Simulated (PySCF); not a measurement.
## Electronic structure of C$_{2}$H$_{14}$NPSi$_{4}$ in real space

Input file:

```
{"job": {"kind": "nmr", "xc": "PBE0", "basis": "pcSseg-1"}, "charge": 0, "multiplicity": 1}
Si     3.656047    -1.057207     0.408139
C      2.346883     0.285084     0.773368
N      1.001520    -0.227603     0.969740
Si    -0.131409    -0.440463    -0.303354
C     -0.435193     1.272167    -1.144648
Si    -2.221420     1.757411    -0.597957
Si    -2.280779    -0.277885     0.609382
P     -3.740695    -1.900849     0.084423
H      3.721686    -1.961908     1.559382
H      4.947352    -0.403252     0.197272
H      3.258168    -1.807010    -0.782285
H      2.631466     0.857567     1.664233
H      2.301943     0.995375    -0.052518
H      0.968156    -0.879183     1.739126
H      0.275351    -1.430500    -1.326397
H     -0.346472     1.219688    -2.228713
H      0.292340     2.019021    -0.832139
H     -2.236335     3.038843     0.120316
H     -3.088918     1.970617    -1.768810
H     -2.486769    -0.195340     2.073378
H     -3.603832    -1.746681    -1.280544
H     -4.839501    -1.068507     0.117758
```

Run with:

```sh
OMP_NUM_THREADS=1 python probes_run.py task.json out
```

Geometry: GFN2-xTB.

All numbers below come from PySCF 2.14.0, PBE0/pcSseg-1, SCF density, gas phase, non-relativistic.

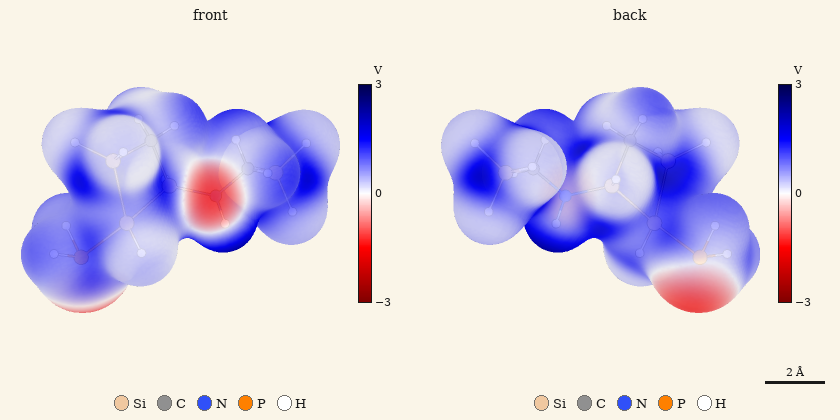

Figure 1. The electrostatic potential painted on the density surface at 0.004 e/bohr³, seen from the front and from behind; red is negative and blue positive.

Question: Where is the surface potential most negative and most positive?

Answer: The most negative region (about −1.1 V) lies over N3 and P8, the most positive (about +2.1 V) over H14.

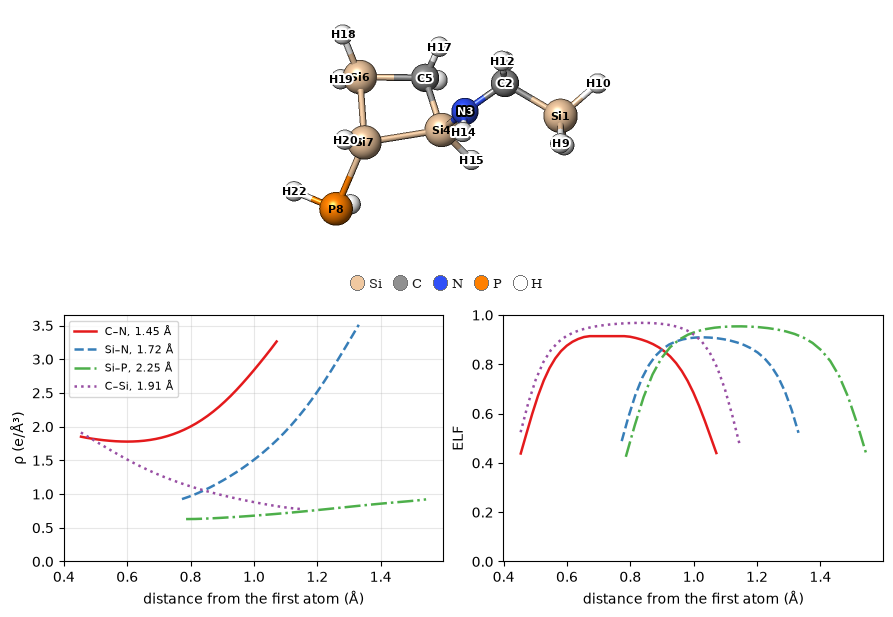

Figure 2. Electron density and electron localisation function along straight lines between neighbouring atoms. The curves leave out the atomic cores. The structure is drawn too.

Question: Compare the contacts.

Answer: C–N (1.45 Å): ρ is about 1.9 e/Å³ halfway; the ELF peaks at about 0.90 between the atoms; a shared electron pair.
Si–N (1.72 Å): ρ at the midpoint is about 1.1 e/Å³; the ELF peaks at about 0.90 between the atoms: a polar covalent bond.
Si–P (2.25 Å): the density is about 0.73 e/Å³ at the midpoint; the ELF peaks at about 0.95 between the atoms, as expected for localised, covalent bonding.
C–Si (1.91 Å): the density is about 0.92 e/Å³ at the midpoint; the ELF peaks at about 0.95 between the atoms, as expected for a covalent bond.
